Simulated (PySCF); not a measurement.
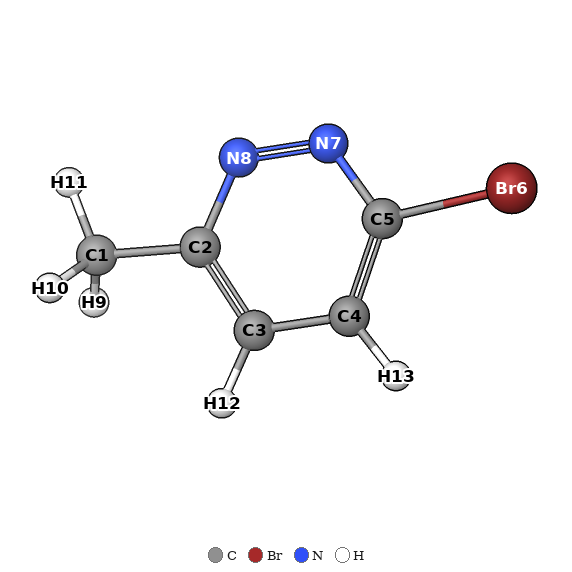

The geometry was computed by an optimisation with GFN2-xTB. No frequency run is at hand to confirm it as a minimum. Properties computed with B3LYP/pcJ-1 (pcSseg-1 on Br) indirect spin-spin coupling, non-relativistic, gas phase (PySCF 2.14.0). Isotopes: 13C, 1H, 15N.

Give the spin–spin coupling constants of these pairs, with the number of bonds between them: C2/N7, C5/N8, N7/H13, N8/H11.

```
   pair  bonds apart  J (Hz)
 C2, N7            2     4.6
 C5, N8            2    10.9
N7, H13            3    −0.8
N8, H11            3    −3.1
```

The geometry is semi-empirical. Around Br such bond lengths and angles can be off by a tenth of an ångström or more and by several degrees, and values that hang on the shape move with them.
